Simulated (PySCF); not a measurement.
# CoO₂: relaxation and vibrations of the quartet

Where does quartet CoO₂ go from a bent start, is the end point a minimum, and what are its modes, charges and moments?

The runs use PySCF 2.14.0; PBE0, basis Co def2-TZVP, O def2-TZVP, no relativity, density fitting.

### 1 Starting geometry

3 atoms, charge 0, spin multiplicity 4.

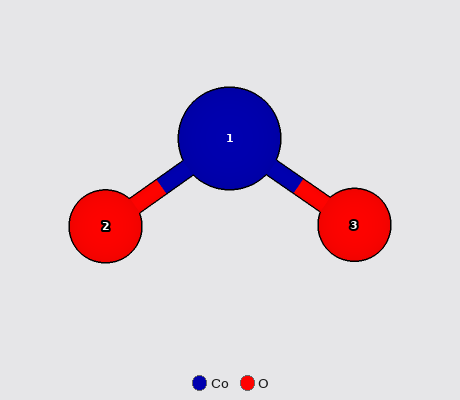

The starting geometry (cobalt blue, oxygen red); atoms are numbered from 1 in the order of the file.

```xyz
3
charge 0 multiplicity 4
Co    0.0000    0.0000    0.0000
O     1.3106    0.0000    0.9177
O    -1.3106    0.0000    0.9177
```

### 2 Finding the electronic state

One driver script runs all steps and calls PySCF; scf.py shows how it sets up the SCF of each step. The optimiser is the driver's own. After this first run the driver tries any further starts and a stability analysis.

Input file scf.py:

```python
from pyscf import gto, scf, dft
mol = gto.M(atom='''
Co     0.000000     0.000000     0.000000
O      1.310600     0.000000     0.917700
O     -1.310600     0.000000     0.917700''',
    basis={'Co': 'def2-TZVP', 'O': 'def2-TZVP'},
    charge=0, spin=3)
mf = dft.UKS(mol, xc='PBE0')
mf.grids.atom_grid = (50, 194)
aux = {'Co': 'def2-universal-JKFIT', 'O': 'def2-universal-JKFIT'}
mf = mf.density_fit(auxbasis=aux)
mf.conv_tol = 1e-08
mf.diis_space = 10
mf.max_cycle = 60
mf.init_guess = 'minao'
mf.verbose = 4
mf.kernel()
```

Command:

```sh
$ OMP_NUM_THREADS=4 python axn.py task.json out
```

The log of the run:

```text
[... the frontier levels of the middle cycles are left out ...]
init E= -1531.89617426423
[... the frontier-level lines of each cycle are left out ...]
cycle= 1 E= -1516.61563163245  delta_E= 15.3  |g|=  5.7  |ddm|= 6.83
cycle= 2 E= -1469.62456984776  delta_E=   47  |g|= 13.5  |ddm|= 11.8
cycle= 3 E= -1514.50624558925  delta_E= -44.9  |g|= 8.87  |ddm|= 7.21
cycle= 4 E= -1518.22246142312  delta_E= -3.72  |g|= 7.64  |ddm|= 1.45
cycle= 5 E= -1524.51353189062  delta_E= -6.29  |g|= 6.02  |ddm|= 4.11
cycle= 6 E= -1527.043548666  delta_E= -2.53  |g|= 4.79  |ddm|= 0.587
cycle= 7 E= -1530.54521019644  delta_E= -3.5  |g|= 3.23  |ddm|= 1.12
cycle= 8 E= -1530.21846609553  delta_E= 0.327  |g|=  3.3  |ddm|= 0.375
cycle= 9 E= -1530.04538786883  delta_E= 0.173  |g|= 3.42  |ddm|= 0.0921
cycle= 10 E= -1529.94258190322  delta_E= 0.103  |g|= 3.48  |ddm|= 0.253
cycle= 11 E= -1530.16452865233  delta_E= -0.222  |g|= 3.35  |ddm|= 0.138
cycle= 12 E= -1528.17831033783  delta_E= 1.99  |g|= 4.04  |ddm|= 2.18
cycle= 13 E= -1532.00039186227  delta_E= -3.82  |g|= 1.83  |ddm|= 1.88
cycle= 14 E= -1532.69540909956  delta_E= -0.695  |g|= 0.394  |ddm|= 0.449
[... 3 cycles left out ...]
cycle= 18 E= -1532.73227569228  delta_E= -0.000386  |g|= 0.0123  |ddm|= 0.0183
cycle= 19 E= -1532.73242708236  delta_E= -0.000151  |g|= 0.00309  |ddm|= 0.0206
cycle= 20 E= -1532.73246970952  delta_E= -4.26e-05  |g|= 0.00435  |ddm|= 0.0136
cycle= 21 E= -1532.73249122477  delta_E= -2.15e-05  |g|= 0.00221  |ddm|= 0.00861
cycle= 22 E= -1532.73250593262  delta_E= -1.47e-05  |g|= 0.0019  |ddm|= 0.0111
cycle= 23 E= -1532.73251088276  delta_E= -4.95e-06  |g|= 0.000296  |ddm|= 0.00727
cycle= 24 E= -1532.73251158719  delta_E= -7.04e-07  |g|= 0.000229  |ddm|= 0.00244
cycle= 25 E= -1532.73251186102  delta_E= -2.74e-07  |g|= 0.000116  |ddm|= 0.00159
cycle= 26 E= -1532.7325119383  delta_E= -7.73e-08  |g|= 8.7e-05  |ddm|= 0.000886
cycle= 27 E= -1532.73251197837  delta_E= -4.01e-08  |g|= 8.97e-05  |ddm|= 0.000327
cycle= 28 E= -1532.73251189101  delta_E= 8.74e-08  |g|= 0.000138  |ddm|= 0.000813
cycle= 29 E= -1532.7325119136  delta_E= -2.26e-08  |g|= 7.82e-05  |ddm|= 0.000226
cycle= 30 E= -1532.73251187231  delta_E= 4.13e-08  |g|= 1.92e-05  |ddm|= 0.000928
cycle= 31 E= -1532.73251187221  delta_E= 9.6e-11  |g|= 6.19e-06  |ddm|= 0.00024
Extra cycle  E= -1532.73251187224  delta_E= -2.5e-11  |g|= 9.02e-06  |ddm|= 9.85e-06
converged SCF energy = -1532.73251187224  <S^2> = 3.7783883  2S+1 = 4.0141691
```

This step, with its further starts and checks, ran for 12 s (4 threads of Arm Neoverse V2, shared host).

Energies from each starting density:

| start | energy (Eh) |
| --- | --- |
| the minimal-basis guess | -1532.732512 |
| a thermally smeared density | -1532.778139 |
| a smeared PBE density | -1532.778139 |

This is not the lowest solution: one lies 119.8 kJ/mol lower, at -1532.77814 Eh, and the relaxation starts from that.

### 3 Relaxing the quartet from the bent start

The program finds C2v symmetry in the start, which this walk keeps. The walk stops when the largest gradient is under 0.0003 Eh/bohr and the energy has settled too.

scf.py: that of step 2 with these lines changed.

```diff
@@ -3,3 +3,3 @@
-Co     0.000000     0.000000     0.000000
-O      1.310600     0.000000     0.917700
-O     -1.310600     0.000000     0.917700''',
+Co     0.000000     0.000000    -0.322878
+O      1.310600     0.000000     0.594822
+O     -1.310600     0.000000     0.594822''',
@@ -15 +14,0 @@
-mf.init_guess = 'minao'
```

The optimiser's trace:

| step | energy (Eh) | change (kJ/mol) | largest symmetric gradient (Eh/bohr) |
| --- | --- | --- | --- |
| 0 | -1532.778139 | 0.00 | 0.03562 |
| 1 | -1532.781462 | -8.72 | 0.01023 |
| 2 | -1532.782650 | -11.84 | 0.00327 |
| 3 | -1532.782748 | -12.10 | 0.00097 |
| 4 | -1532.782751 | -12.11 | 0.00009 |
| 5 | -1532.782751 | -12.11 | 0.00003 |

The walk took 7.8 s.

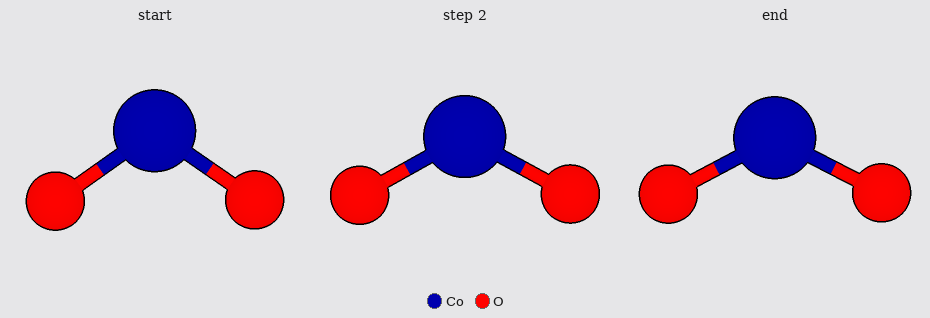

Start and end of the relaxation, with a step between.

After 5 steps and 12.1 kJ/mol it ends at C2v: Co–O 1.583 Å (×2); O–Co–O 124.8°.

### 4 Vibrations and properties at this point

On the finer grid the gradient is checked again; gradients at displacements of ±0.02 bohr then give force constants and infrared intensities.

scf.py: that of step 3 with these lines changed.

```diff
@@ -3,3 +3,3 @@
-Co     0.000000     0.000000    -0.322878
-O      1.310600     0.000000     0.594822
-O     -1.310600     0.000000     0.594822''',
+Co     0.000000     0.000000    -0.258018
+O      1.402388     0.000000     0.475334
+O     -1.402388     0.000000     0.475334''',
@@ -9 +9 @@
-mf.grids.atom_grid = (50, 194)
+mf.grids.atom_grid = (75, 302)
@@ -12 +12 @@
-mf.conv_tol = 1e-08
+mf.conv_tol = 1e-10
```

This SCF starts from the last density.

Log of the central SCF (cycles and frontier levels):

```text
init E= -1532.78265692385
[... the frontier-level lines of each cycle are left out ...]
cycle= 1 E= -1532.78265692363  delta_E= 2.26e-10  |g|= 3.4e-05  |ddm|= 1.21e-05
cycle= 2 E= -1532.78265691521  delta_E= 8.41e-09  |g|= 0.000197  |ddm|= 6.28e-05
cycle= 3 E= -1532.78265692389  delta_E= -8.68e-09  |g|= 1.41e-06  |ddm|= 5.36e-05
cycle= 4 E= -1532.78265692389  delta_E= 1.59e-12  |g|= 1.31e-06  |ddm|= 2.76e-06
Extra cycle  E= -1532.78265692389  delta_E= 4.55e-13  |g|= 4e-06  |ddm|= 3.38e-06
converged SCF energy = -1532.78265692389  <S^2> = 3.8103539  2S+1 = 4.030064
```

The whole step took 46 s.

Geometry: C2v; Co–O 1.583 Å (×2); O–Co–O 124.8°.

Modes, for the most abundant isotopes:

```tsv
symmetry	ω (cm⁻¹)	IR (km/mol)	μ (u)
a1	213	21.5	18.95
a1	806	18.2	17.78
b2	873	84.3	20.45
```

All wavenumbers are real: a minimum.

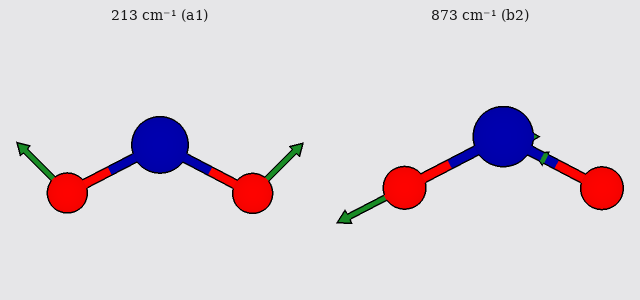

How the atoms move in 2 of the modes.

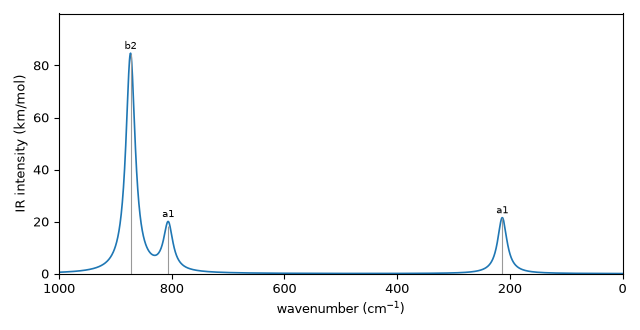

The harmonic infrared spectrum (widths in cm⁻¹). Lines are broadened to a width of 20 cm⁻¹ (Lorentzian).

Constants and moments:

```yaml
Dipole_moment: 3.58 D
Highest_occupied_level: -8.78 eV
Lowest_empty_level: -4.50 eV
Rotational_constants: 1.512, 0.2679, 0.2276 cm⁻¹
Zero-point_energy: 11.3 kJ/mol
Principal_polarisabilities: 20.9, 25.0, 51.6 bohr³
Atomisation_energy_without_zero-point_energy: 679 kJ/mol
Principal_traceless_quadrupole_moments_about_the_centre_of_mass: -7.40, 3.55, 3.84 D Å
Entropy_at_298.15_K_and_1_bar_electronic_part_spin_only: 274.5 J/(mol K)
Heat_capacity_Cp_at_298.15_K: 45.8 J/(mol K)
Enthalpy_at_298.15_K_above_0_K: 11.69 kJ/mol
Rotational_symmetry_number: 2
Spin_squared_⟨S²⟩: 3.810
```

Populations by atom (charges in e):

```csv
atom,Mulliken,Löwdin,polar tensor,spin (Mulliken),Mayer order to Co1
Co1,1.00,0.45,1.11,2.20,–
"O2,3",-0.50,-0.23,-0.56,0.40,1.73
```

Outer orbital energies (eV). α occupied: -13.40, -13.33, -12.29, -10.21, -9.90, -9.39, -8.88, -8.78; empty: -4.50, -1.65, 2.07, 2.79. β occupied: -25.68, -12.17, -12.02, -11.37, -10.70, -9.22, -9.04, -8.95; empty: -4.35, -4.01, -3.39, -3.31.

Mulliken populations on Co1: s 6.37, p 12.33, d 7.29, f 0.00.

### 5 What came out

| quantity | value |
| --- | --- |
| minimum | quartet, C2v |
| geometry | Co–O 1.583 Å (×2); O–Co–O 124.8° |
| wavenumbers (cm⁻¹) | 213 (a1), 806 (a1), 873 (b2) |
| dipole moment | 3.58 D |
| highest occupied, lowest empty level (either spin) | -8.78, -4.50 eV |
| polar-tensor charge of Co1 | +1.11 e |
| zero-point energy | 11.3 kJ/mol |
| entropy at 298.15 K | 274.5 J/(mol K) |
| atomisation energy (no zero-point energy) | 679 kJ/mol |
| ⟨S²⟩ | 3.810 |

The molecule stays C2v, as typed, and the end point is a minimum. In the infrared the band at 873 cm⁻¹ (b2, stretch) leads. Most of the spin sits on Co1 (Mulliken spin 2.20, against 3 for the whole molecule). The first SCF alone would have been 120 kJ/mol too high. Other starts or spin states, not run here, may lie lower. Open d and f shells are described by one determinant, and the ground state may have another occupation or spin.

The search up to here took 66 s.
